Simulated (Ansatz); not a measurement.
```xyz
16

Si    0.1191    0.5331    0.0432
Si    1.7465   -1.4377   -0.4039
Si   -1.1501    1.0748   -1.8383
Si   -0.5778    0.6141    2.2683
F     1.5237    1.3586   -0.0600
H     0.0355   -1.2032   -0.1399
Cl   -1.6624   -1.4540    0.0684
H     2.6280   -1.1827    0.7560
H     2.2903   -0.9086   -1.6743
H     1.4045   -2.8750   -0.5188
H    -1.0435   -0.0333   -2.8189
H    -0.6169    2.3229   -2.4519
H    -2.5543    1.2843   -1.4139
H     0.1431    1.7112    2.9722
H    -2.0364    0.8742    2.2944
H    -0.2493   -0.6786    2.9174
```

A transition-state structure; geometry: PBE0-D4/def2-TZVP.

Theory: RKS PBE0-D4/def2-TZVPP in Ansatz.

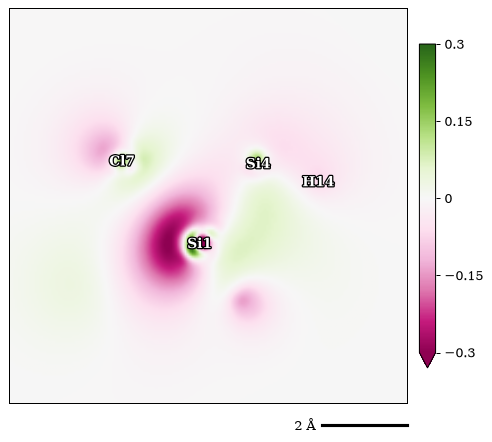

FH6Si3···H3Si···H···Cl. The LUMO on the plane of atoms Si1, Si4 and H14 (values in Å⁻³ᐟ²; the overall sign is arbitrary).

Where does this orbital lie, and at what energy?

Its weight (Hirshfeld) is mainly on Si1 (about 30 %), Si2 (about 20 %), Si3 (about 10 %) and Si4 (about 10 %). Its energy is −1.64 eV.
